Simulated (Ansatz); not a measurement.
**Single-point calculation, with input and output: C$_{2}$H$_{8}$OSSi**

System: C$_{2}$H$_{8}$OSSi, SMILES CSC[SiH2]O.
Method: RKS r2SCAN-D4/def2-TZVPP (Ansatz 0.2.0).

The geometry comes from this level: PBE0-D4/def2-TZVP. Figures and captions count atoms from 1; the log counts them from 0 in places.

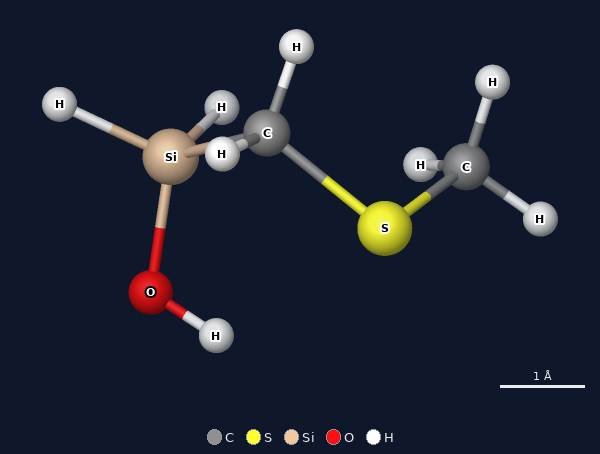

The structure as given in the input (ball-and-stick view, seen at a tilt). Bond lengths as drawn: C–H 1.09 Å, C–S 1.80 to 1.81 Å, C–Si 1.88 Å, H–O 0.96 Å, H–Si 1.48 to 1.49 Å and O–Si 1.64 Å.

### Input file
```yaml
crystal:
  periodic: [false, false, false]
  atoms:
    - {symbol: C, position_ang: [-1.636368, 0.811269, 0.814328]}
    - {symbol: S, position_ang: [0.087167, 1.320850, 0.867712]}
    - {symbol: C, position_ang: [0.921615, -0.283405, 0.739205]}
    - {symbol: Si, position_ang: [0.817478, -0.941938, -1.019541]}
    - {symbol: O, position_ang: [1.190894, 0.282320, -2.051514]}
    - {symbol: H, position_ang: [-2.231915, 1.721796, 0.885926]}
    - {symbol: H, position_ang: [-1.885564, 0.299167, -0.115267]}
    - {symbol: H, position_ang: [-1.873558, 0.168038, 1.663529]}
    - {symbol: H, position_ang: [1.968653, -0.080941, 0.983099]}
    - {symbol: H, position_ang: [0.539132, -0.967875, 1.501462]}
    - {symbol: H, position_ang: [-0.554064, -1.469570, -1.266485]}
    - {symbol: H, position_ang: [1.795397, -2.034163, -1.250781]}
    - {symbol: H, position_ang: [0.881734, 1.139750, -1.736872]}
basis:
  gaussian: {orbitals: def2-TZVPP}
hamiltonian: {xc: r2scan, dispersion: d4}
output: {forces: true, orbitals: {seedname: orbitals}}
```

Launched with:
```bash
ansatz run in.yaml --threads 4 --pin off --events-out ev --progress --plain --max-ram 10444MiB
```

### Log
```
Functional definition: r2SCAN
  name "r2SCAN"
  cite "Furness, Kaplan, Ning, Perdew & Sun, J. Phys. Chem. Lett. 11, 8208 (2020) doi:10.1021/acs.jpclett.0c02405"
  cite "Furness, Kaplan, Ning, Perdew & Sun, J. Phys. Chem. Lett. 11, 9248 (2020) doi:10.1021/acs.jpclett.0c03077"
  parent r2scan
  parameter k0 = 0.174
  parameter k1 = 0.065
  parameter a1 = 4.9479
  exchange = r2scan_x(k0 = k0, k1 = k1, a1 = a1)
  correlation = r2scan_c
1555 factors; their error is unknown
mean field evaluation 1: about -22950.2906 eV, gradient 8.5e1 eV
mean field evaluation 2: about -22926.1977 eV, gradient 1.3e2 eV
mean field evaluation 4: about -22964.3473 eV, gradient 9.7e0 eV
mean field evaluation 8: about -22964.5412 eV, gradient 3.0e-1 eV
mean field evaluation 16: about -22964.5052 eV, gradient 5.3e-4 eV
mean field -22964.50517957 eV, -843.9299994485 hartree, gradient 6.7e-5 eV, S^2 0.000000; 0 other end points of the search recorded, 0 dependent functions left out
the calculation of the forces begins
reference -22964.50519263 eV, -843.9299999285 hartree; 29, 29 occupied and 260, 260 virtual orbitals, 1555 factors
Total energy: -22964.58304434 eV, -843.9328609259 hartree
Atom 0 at    -1.636368     0.811269     0.814328 Å, force    -0.166357    -0.036077    -0.007747 eV/Å
Atom 1 at     0.087167     1.320850     0.867712 Å, force     0.072381     0.215672     0.025927 eV/Å
Atom 2 at     0.921615    -0.283405     0.739205 Å, force     0.085369    -0.170501    -0.013410 eV/Å
Atom 3 at     0.817478    -0.941938    -1.019541 Å, force    -0.019645    -0.049159    -0.016401 eV/Å
Atom 4 at     1.190894     0.282320    -2.051514 Å, force     0.023060     0.002619    -0.040199 eV/Å
Atom 5 at    -2.231915     1.721796     0.885926 Å, force     0.009892    -0.023975    -0.001243 eV/Å
Atom 6 at    -1.885564     0.299167    -0.115267 Å, force    -0.001292     0.010979     0.015076 eV/Å
Atom 7 at    -1.873558     0.168038     1.663529 Å, force     0.000573     0.003547    -0.010320 eV/Å
Atom 8 at     1.968653    -0.080941     0.983099 Å, force    -0.010540    -0.005131     0.009640 eV/Å
Atom 9 at     0.539132    -0.967875     1.501462 Å, force     0.006584     0.008344     0.022443 eV/Å
Atom 10 at    -0.554064    -1.469570    -1.266485 Å, force     0.026021    -0.003631     0.006604 eV/Å
Atom 11 at     1.795397    -2.034163    -1.250781 Å, force    -0.019440     0.020293     0.004921 eV/Å
Atom 12 at     0.881734     1.139750    -1.736872 Å, force    -0.006606     0.027019     0.004707 eV/Å
Dipole moment:    -0.274078    -0.068341     0.319850 e Å
```

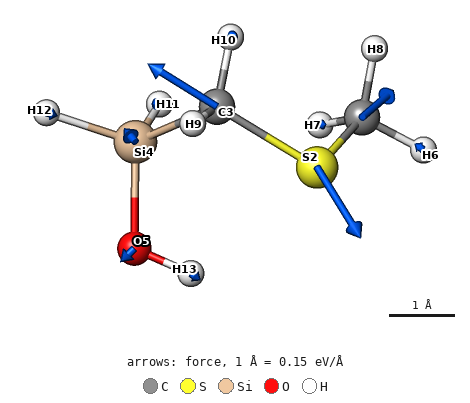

Forces on the atoms as blue arrows (ball-and-stick view, seen at a tilt; atoms are numbered from 1 in the order of the input); the smallest are left out. The largest act on S2 (0.23 eV/Å); C3 (0.19 eV/Å); C1 (0.17 eV/Å). The geometry is not a stationary point of this energy.

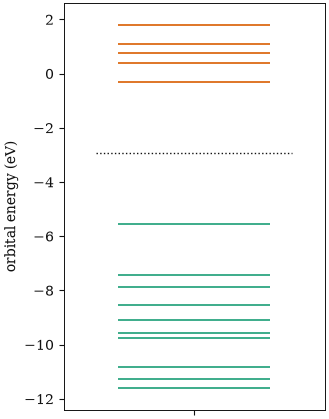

Orbital energies near the frontier; the dotted line parts filled from empty levels, and levels within 0.02 eV of each other stand side by side. Highest filled −5.56 eV, lowest empty −0.31 eV, 5.25 eV apart.

### Summary

```tsv
quantity	value
outcome	converged
total energy	−22964.5830 eV
mean-field energy	−22964.5052 eV
dispersion energy	−0.0779 eV
SCF solution under orbital rotations	stable
HOMO	−5.56 eV
LUMO	−0.31 eV
largest force (length of the vector)	0.229 eV/Å
dipole moment	2.05 D
hardware	4 threads of Arm Neoverse V1, 23 GiB of memory available, shared host
wall time	6.5 s (CPU time 24 s)
peak memory	0.47 GiB
```
